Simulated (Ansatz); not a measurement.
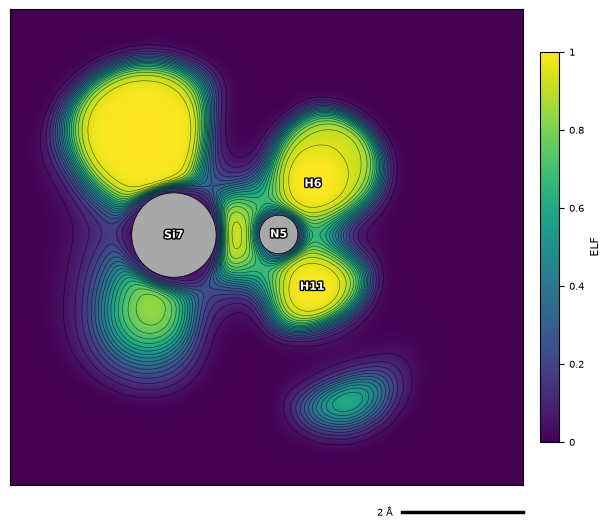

Figure. BH$_{3}$···H$_{5}$NSi. Electron localisation function on the plane of atoms H6, N5 and Si7. Grey discs cover the atomic cores.

Not at a stationary point (largest force 1.2 eV/Å).

All numbers below come from Ansatz 0.2.0, RKS PBE0-D4/def2-SVP.

```xyz
11

B     0.0500    0.3703   -0.1154
H    -0.5126    0.6173    0.9156
H     1.2468    0.4976   -0.2001
H    -0.6123    0.0738   -1.0829
N    -0.1876   -2.0307    1.1676
H    -0.5222   -2.6252    0.4196
Si    1.1869   -2.3873    2.1669
H     1.4507   -3.8527    2.0552
H     2.4337   -1.6550    1.7828
H     0.8712   -2.0294    3.5820
H    -0.7789   -1.1937    1.3157
```

Q: Read the bonding off the picture.

A: The section cuts through N, H and Si sites. Si–N (1.74 Å): the ELF peaks at about 0.90 between the atoms, as expected for a polar covalent bond. N–H (1.01 Å): the ELF climbs to about 1 towards the hydrogen, as it does in any bond to H (an ordinary covalent bond to hydrogen).
